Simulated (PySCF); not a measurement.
Molecule: C₃H₅B, SMILES BCC#C. Atoms near the plane z = 0.0 Å, at the PBE/def2-SVP optimised geometry (x, y, z in Å): C2 (0.9, 0.2, 0.0), C3 (-0.6, 0.2, 0.0), C4 (-1.8, 0.2, 0.0), H7 (1.3, 0.8, 0.9), H8 (1.3, -0.8, 0.1), H9 (-2.9, 0.2, 0.0).

Level of theory: PBE/def2-TZVP (PySCF). Cells within 0.4 Å of a nucleus heavier than hydrogen are left out (blank, or x). The values are rescaled to run from 0 to 1.

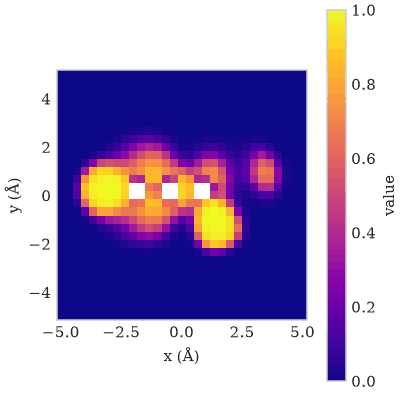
Figure. a field on the plane z = 0.0 Å.

Question: Which quantity is mapped?
(A) Laplacian of the electron density
(B) deformation density (molecule minus spherical neutral atoms)
(C) log10 of the electron density
(D) electron localisation function

Answer: D, electron localisation function
